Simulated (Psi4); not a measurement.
# GaHCl2O (SMILES [OH][Ga]([Cl])[Cl]) at CCSD/def2-SVP

Aim: the vertical ionisation energy of GaHCl2O at CCSD/def2-SVP, from 2 runs. 

The results are computed with Psi4 1.11.

**1. Starting point**

The species is GaHCl2O (5 atoms), meant as a singlet with charge 0. SMILES: `[OH][Ga]([Cl])[Cl]`. The coordinates come from a PBE0-D4/def2-TZVP relaxation.

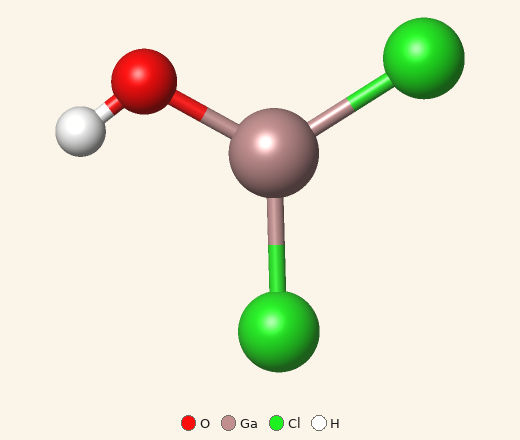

The structure, seen from a chosen angle (oxygen red, gallium pink, chlorine green, hydrogen white).

**2. A single-point energy at CCSD/def2-SVP**

job.in reads:

```
memory 2.2 GB

molecule system {
  0 1
  O      0.48093530     2.55982301     0.46468365
  Ga     0.22393255    -0.74549696     0.10733644
  Cl     2.83458919    -3.08951324     1.99876332
  Cl    -2.66054541    -2.33626841    -2.18414545
  H     -0.78461429     3.47218278    -0.46487263
  units au
  symmetry c1
}

set globals {
  basis           def2-SVP
  puream          true
  e_convergence   1e-09
  d_convergence   1e-08
  scf_type        pk
  num_frozen_docc 20
}

e_tot, wfn = energy("ccsd", return_wfn=True)
```

Launch:

```console
psi4 -n 1 job.in job.out
```

job.out:

```text
[...]
  Running in c1 symmetry.
[...]
  Nuclear repulsion =  438.684256498237346
[...]
  Multiplicity = 1
[...]
  Nalpha       = 37
  Nbeta        = 37
[...]
    Number of basis functions: 87
[...]
   @RHF iter   1: -2915.92180768405342   -3.15052e+00   2.57741e-02 DIIS/ADIIS
[...]
   @RHF iter  12: -2917.24799749865679   -5.91172e-12   5.81091e-09 DIIS
[...]
    Orbital Energies [Eh]
    ---------------------
    Doubly Occupied:
       1A   -378.857720     2A   -104.799949     3A   -104.796438
       4A    -48.224919     5A    -42.567875     6A    -42.564537
       7A    -42.563372     8A    -20.565015     9A    -10.563032
      10A    -10.559707    11A     -8.037474    12A     -8.035154
      13A     -8.034999    14A     -8.034193    15A     -8.031794
      16A     -8.031595    17A     -6.471650    18A     -4.570804
      19A     -4.567157    20A     -4.564648    21A     -1.339463
      22A     -1.285982    23A     -1.283728    24A     -1.280324
      25A     -1.278980    26A     -1.245048    27A     -1.090089
      28A     -1.075450    29A     -0.689879    30A     -0.600557
      31A     -0.540382    32A     -0.524411    33A     -0.510736
      34A     -0.483493    35A     -0.476382    36A     -0.471242
[...]
  @RHF Final Energy: -2917.24799749865679
   => Energetics <=
    Nuclear Repulsion Energy =            438.6842564982373460
    One-Electron Energy =               -4933.6994831067604537
    Two-Electron Energy =                1577.7672291098665482
    Total Energy =                      -2917.2479974986567868
[...]
 Multipole Moments:
 ------------------------------------------------------------------------------------
     Multipole            Electronic (a.u.)      Nuclear  (a.u.)        Total (a.u.)
 ------------------------------------------------------------------------------------
 L = 1.  Multiply by 2.5417464519 to convert [e a0] to [Debye]
 Dipole X            :          0.1017097           -0.5305625           -0.4288528
 Dipole Y            :         -1.6125548            1.9761843            0.3636294
 Dipole Z            :         -0.0001302           -0.3124848           -0.3126150
 Magnitude           :                                                    0.6433267
[...]
      * MP2 total energy                      = -2917.905601182400915
[...]
      * CCSD total energy                     = -2917.920884875368756
[...]
```

It took 38 s on 1 thread of Intel Xeon Platinum 8259CL at 2.50GHz (Skylake/Cascade Lake), shared host; peak memory 0.49 GiB.

**3. The doublet cation at the same level**

input.dat reads:

```
memory 2.2 GB

molecule m {
  1 2
  O
  Ga 1 1.764541
  Cl 2 2.10925 1 118.78964
  Cl 2 2.123422 1 120.6351 3 179.99113
  H 1 0.96102 2 112.91861 3 179.95048
  symmetry c1
  no_reorient
  no_com
}

set basis def2-SVP
set reference uhf
set puream true
set e_convergence 1e-09
set d_convergence 1e-08
set scf_type pk
set num_frozen_docc 20
set maxiter 100

energy("ccsd")
```

Launch:

```console
psi4 -n 1 input.dat output.dat
```

output.dat:

```text
[...]
  Running in c1 symmetry.
[...]
  Nuclear repulsion =  438.684297037334090
[...]
  Multiplicity = 2
[...]
  Nalpha       = 37
  Nbeta        = 36
[...]
    Number of basis functions: 87
[...]
   @UHF iter   1: -2915.43029609422820   -2.65901e+00   2.60020e-02 ADIIS/DIIS
[...]
   @UHF iter  24: -2916.81803184605178   -7.27596e-12   6.86122e-09 DIIS
[...]
   @S^2 Observed:                8.118233300E-01
[...]
    Orbital Energies [Eh]
    ---------------------
    Alpha Occupied:
       1A   -379.085633     2A   -105.107802     3A   -105.094846
       4A    -48.453237     5A    -42.795856     6A    -42.793373
       7A    -42.791517     8A    -20.749181     9A    -10.868990
      10A    -10.856074    11A     -8.354370    12A     -8.340618
      13A     -8.338914    14A     -8.337346    15A     -8.326184
      16A     -8.324657    17A     -6.699171    18A     -4.797236
      19A     -4.796651    20A     -4.791383    21A     -1.540815
      22A     -1.517735    23A     -1.516648    24A     -1.508402
      25A     -1.504699    26A     -1.448252    27A     -1.387094
      28A     -1.369647    29A     -0.888718    30A     -0.845829
      31A     -0.797504    32A     -0.788531    33A     -0.765001
      34A     -0.760635    35A     -0.741009    36A     -0.706294
[...]
  @UHF Final Energy: -2916.81803184605178
   => Energetics <=
    Nuclear Repulsion Energy =            438.6842970373340904
    One-Electron Energy =               -4915.3067100323523846
    Two-Electron Energy =                1559.8043811489669679
    Total Energy =                      -2916.8180318460517810
  UHF NO Occupations:
  HONO-2 :   35  A 1.9988104
  HONO-1 :   36  A 1.9711613
[...]
 Multipole Moments:
 ------------------------------------------------------------------------------------
     Multipole            Electronic (a.u.)      Nuclear  (a.u.)        Total (a.u.)
 ------------------------------------------------------------------------------------
 L = 1.  Multiply by 2.5417464519 to convert [e a0] to [Debye]
 Dipole X            :         -0.0000587           -0.0005412           -0.0005999
 Dipole Y            :         -0.1744508            0.8561930            0.6817421
 Dipole Z            :          2.4490894           -1.8845104            0.5645789
 Magnitude           :                                                    0.8851678
[...]
      * MP2 total energy                      = -2917.470667476981816
[...]
      * CCSD total energy                     = -2917.491003480728068
[...]
```

Wall time 2.9 min (1 thread of Intel Xeon Platinum 8259CL at 2.50GHz (Skylake/Cascade Lake), shared host); peak memory 0.49 GiB.

**4. Summary of results**

Level: CCSD/def2-SVP, 20 core orbitals frozen.

| quantity | value |
| --- | --- |
| singlet GaHCl2O: total energy | -2917.92088 Eh |
| singlet GaHCl2O: HOMO energy (Hartree–Fock orbitals) | -12.64 eV |
| singlet GaHCl2O: LUMO energy (Hartree–Fock orbitals) | 2.07 eV |
| singlet GaHCl2O: HOMO–LUMO gap (Hartree–Fock orbitals) | 14.70 eV |
| singlet GaHCl2O: correlation energy (20 core orbitals frozen) | -672.9 mEh |
| singlet GaHCl2O: T1 diagnostic | 0.012 |
| doublet cation: total energy | -2917.49100 Eh |
| doublet cation: HOMO energy (Hartree–Fock orbitals) (highest over α and β) | -16.69 eV |
| doublet cation: LUMO energy (Hartree–Fock orbitals) (lowest over α and β) | -10.68 eV |
| doublet cation: correlation energy (20 core orbitals frozen) | -673.0 mEh |
| doublet cation: ⟨S²⟩ of the reference determinant | 0.812 |
| doublet cation: T1 diagnostic | 0.032 |
| vertical ionisation energy (to the doublet cation) | 11.698 eV |

Removing an electron at fixed nuclei costs 11.70 eV (270 kcal/mol).
